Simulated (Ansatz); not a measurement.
# Be2Ni3Pb: relaxing a made-up structure, part 2 of 2

Starting from a made-up structure for Be2Ni3Pb, the aim is the relaxed cell, its shortest contacts and, where a second run follows, its electronic structure.

Ansatz 0.2.0; DFT, PBEsol, plane-wave PAW, files of the set soft_1, scalar-relativistic, ferromagnetic start, cell and ions relaxed at zero pressure; PAW set soft_1 (the session's first sound run).

So far: The structure; Relaxing cell and atoms. The relaxed cell has a = 4.916, c = 3.441 Å (conventional setting).

## (3) Electronic structure of the relaxed cell

A second self-consistent run takes a narrower smearing and the mesh shown in its input; the bands follow along the standard path of the relaxed lattice.

This step: DFT, PBEsol, plane-wave PAW, files of the set soft_1, scalar-relativistic, no spin, bands and density of states at the relaxed cell; PAW set soft_1 (Ansatz 0.2.0).

Contents of input.yaml:

```yaml
crystal:
  lattice:
    - [4.9159372066, 0.0, 0.0]
    - [-2.4579686033, 4.2573265043, 0.0]
    - [0.0, 0.0, 3.4407030767]
  atoms:
    - { symbol: Pb, position: [0.0, 0.0, 0.0] }
    - { symbol: Ni, position: [0.0, 0.5, 0.5] }
    - { symbol: Ni, position: [0.5, 0.5, 0.5] }
    - { symbol: Ni, position: [0.5, 0.0, 0.5] }
    - { symbol: Be, position: [0.6666666667, 0.3333333333, 0.0] }
    - { symbol: Be, position: [0.3333333333, 0.6666666667, 0.0] }
kpoints:
  mp_grid: { grid: [8, 8, 10] }
  band_path:
    path:
      - [[0.0, 0.0, 0.0], [0.5, 0.0, 0.0], [0.33333333, 0.33333333, 0.0], [0.0, 0.0, 0.0], [0.0, 0.0, 0.5], [0.5, 0.0, 0.5], [0.33333333, 0.33333333, 0.5], [0.0, 0.0, 0.5]]
      - [[0.5, 0.0, 0.5], [0.5, 0.0, 0.0]]
      - [[0.33333333, 0.33333333, 0.0], [0.33333333, 0.33333333, 0.5]]
    npoints: 8
scf:
  occupations: { method: fermi_dirac, width: 0.03 }
  n_extra_bands: 10
hamiltonian:
  xc: pbesol
  pseudopotentials: { kind: paw, azcp: { folder: soft_1 }, xc_functional: pbe }
output:
  forces: true
  stress: true
  write_bands: true
  dos: { projected: true }
  write_density: true
  write_potential: true
  elf: true
  volumetric_format: npy
```

Command:

```console
$ ansatz run input.yaml --threads 4 --pin off --max-ram 10240MiB --backend cpu --events-out ev --progress --plain --runs-dir out
```

Numbers of over 12 decimals in the logs are rounded to 6 here.

The program printed:

```text
[...]
Crystal: 6 atoms, lattice volume = 72.010 Å³
Basis set: ecut = 420 eV, 1409 PW (Γ), exchange–correlation on 72×72×48 points (8 copies of the dense FFT grid, shifted against one another)
Bands: 46, of which v1, the nominal top of the filled ones, is band 36 counted from 1 (35 counted from 0)
Symmetry: 24 space group operations
[...]
k-points: 60 of 640
[...]
SCF iter   1: F=—  HF=-29360.133012 eV  |F-HF|=—  |Δ(HF+E_count)|=         —  Δρ=2.15e-1  dr2=3.72e1  ethr=3.10e-3  ⟨swp⟩=7.1  Hψ=12029  notcnv=0  defer=5
[...]
SCF iter  10: F=-29352.958322 eV  HF=-29352.958323 eV  |F-HF|=5.44e-8  |Δ(HF+E_count)|=   2.17e-7  Δρ=1.13e-5  dr2=9.60e-8  ethr=1.39e-10  ⟨swp⟩=15.5  Hψ=24367  notcnv=0
SCF 1 converged in 10 iterations: F = -29352.958322 eV  dr2 = 9.60e-8
[...]
NSCF: frozen V_eff on 75 k-points
SCF converged after 10 iterations
Free energy (F): -29352.958322 eV
[...]
Internal energy: -29352.948802 eV  (E = F + TS)
E sigma→0 (E₀):  -29352.953562 eV
Entropy (-TS):   -0.009521 eV (-1.587 meV/atom)
Fermi energy:    14.695296 eV
[...]
--- Stress (GPa, compression-positive) ---
        0.064029       0.000000       0.000000
        0.000000       0.064029       0.000000
        0.000000       0.000000      -0.031251
  P = ⅓ Tr σ = 0.0323 GPa (0.323 kbar)
--- Band table (eV; the first three rows and the last of 60) ---
  k-point 0: bands = [... 32 lower, 13.6692, 13.7334, 13.7334, 14.2721, 14.6381, 14.8727, 16.6018, 16.6018, ... 6 higher]
  k-point 1: bands = [... 32 lower, 13.6563, 13.7328, 13.7328, 13.7540, 14.6382, 14.8686, 16.5144, 16.5144, ... 6 higher]
  k-point 2: bands = [... 32 lower, 13.7311, 13.7311, 13.8535, 13.8535, 14.6387, 14.7439, 16.2293, 16.2293, ... 6 higher]
  k-point 59: bands = [... 32 lower, 13.4368, 13.5349, 13.6015, 13.6497, 13.8549, 14.1757, 15.9440, 19.7798, ... 6 higher]
```

Wall time 7 s (4 threads of Arm Neoverse V1, shared host); peak memory 0.51 GiB.

Numbers from this step:

| Property | Result |
| --- | --- |
| free energy | -29352.9583 eV |
| energy at zero smearing | -29352.9536 eV |
| smearing term TS | 0.009521 eV |
| Fermi energy | 14.70 eV |
| pressure | 0.03227 GPa |

bands.tsv at the labelled points (eV, zero at the Fermi level; the bands that come nearest the Fermi level along the path):

```
point  band 34  band 35  band 36  band 37  band 38  band 39  band 40  band 41
    Γ    -0.96    -0.96    -0.42    -0.06     0.18     1.91     1.91     7.04
    M    -1.02    -1.00     0.24     3.30     3.35     4.17     4.77     4.88
    K    -1.33    -0.83     1.70     2.09     2.09     4.27     4.27     5.24
    Γ    -0.96    -0.96    -0.42    -0.06     0.18     1.91     1.91     7.04
    A    -0.96    -0.83    -0.29    -0.29    -0.06     2.38     2.38     3.01
    L    -1.16    -1.16    -0.95    -0.29     0.14     0.35     2.99     6.28
    H    -1.27    -1.15    -0.96    -0.96    -0.57     1.37     5.44     5.44
    A    -0.96    -0.83    -0.29    -0.29    -0.06     2.38     2.38     3.01
    L    -1.16    -1.16    -0.95    -0.29     0.14     0.35     2.99     6.28
    M    -1.02    -1.00     0.24     3.30     3.35     4.17     4.77     4.88
    K    -1.33    -0.83     1.70     2.09     2.09     4.27     4.27     5.24
    H    -1.27    -1.15    -0.96    -0.96    -0.57     1.37     5.44     5.44
```

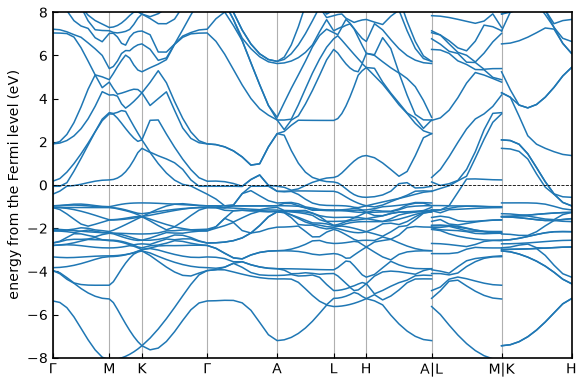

Bands along the path. 18 bands lie wholly below the window drawn.

Counts of states for the cell as run, both spins, by energy window (eV from the Fermi level):

```csv
from,to,total
-8,-7,0.60
-7,-6,1.30
-6,-5,1.31
-5,-4,2.67
-4,-3,5.30
-3,-2,9.07
-2,-1,11.21
-1,0,4.49
0,1,2.83
1,2,1.84
2,3,1.43
3,4,1.68
4,5,1.37
```

Below -8 eV lie 36.0 more states.

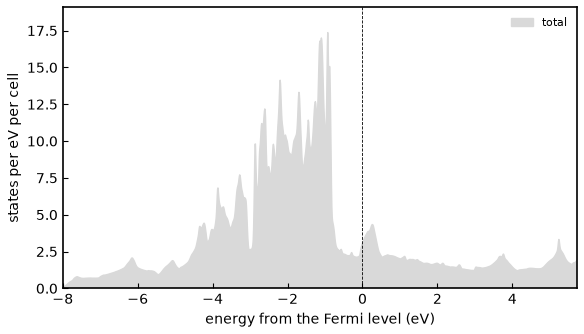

Total density of states, smoothed over about 0.04 eV.

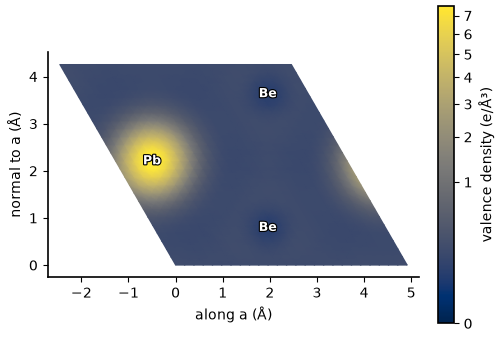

Valence density in the ab plane at fractional z = 0.000, with atoms of Pb and Be within 0.2 Å of it. It is the smooth field of the valence electrons, not physical close to the nuclei. The map starts off the cell's origin, so that atoms lie inside it. The colour scale is stretched toward low values.

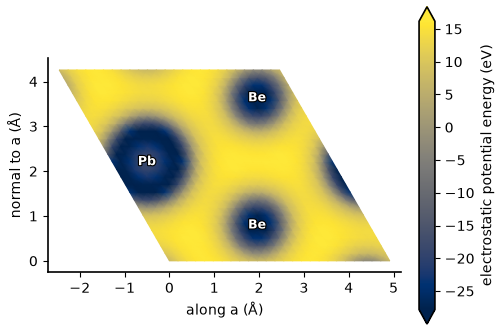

Electrostatic potential energy in the ab plane at fractional z = 0.000, with atoms of Pb and Be within 0.2 Å of it. With pseudopotentials it is smooth inside the atoms' cores, unlike the true potential. The map starts off the cell's origin, so that atoms lie inside it.

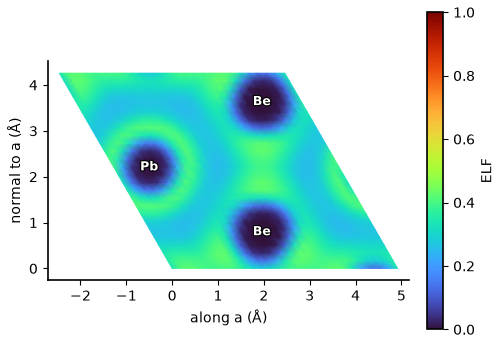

ELF in the ab plane at fractional z = 0.000, with atoms of Pb and Be within 0.2 Å of it. It is the smooth field of the valence electrons, not physical close to the nuclei. The map starts off the cell's origin, so that atoms lie inside it.

## (4) Results

| Property | Result |
| --- | --- |
| space group, relaxed | P6/mmm |
| conventional cell | a = 4.916, b = 4.916, c = 3.441 Å; α = 90.0°, β = 90.0°, γ = 120.0° |
| volume per atom | 12.00 Å³ (guess 12.47) |
| total moment | 0.00 μB in the cell of 6 atoms |

**Reading.** Be2Ni3Pb relaxes to P6/mmm with a = 4.916, b = 4.916 and c = 3.441 Å. The guessed volume was 4 % too large. The space group P6/mmm was held in the relaxation, so the end point is a stationary structure within it and may be a saddle against distortions or other arrangements. The moments died out from this one start and weren't seeded again at the relaxed cell. Bands cross the Fermi level, so it is a metal or semimetal at this level. On the 8×8×10 mesh with the narrower smearing (relaxed on 7×7×7) the forces vanish, as symmetry may demand, and the largest stress component is 0.064 GPa, against the relaxation's thresholds of 0.015 eV/Å and 0.05 GPa. The cutoff wasn't tested. A vector of the cell changed its length by 9 %, more than the volume shows. Spin-orbit coupling is left out, which can matter for elements this heavy. No dispersion term is used, so weakly bound directions may come out too long. Nothing here tests whether the compound is stable against decomposition.

[Logs are printed without paths, hosts, clocks, repeated set-up lines and the standing remarks that a program may print on its own settings, such as how far it seeks lower states.]

[Hosts, paths, dates, database ids (printed as entryN), source tags and the programs' standing remarks are cut or masked in the printed files.]
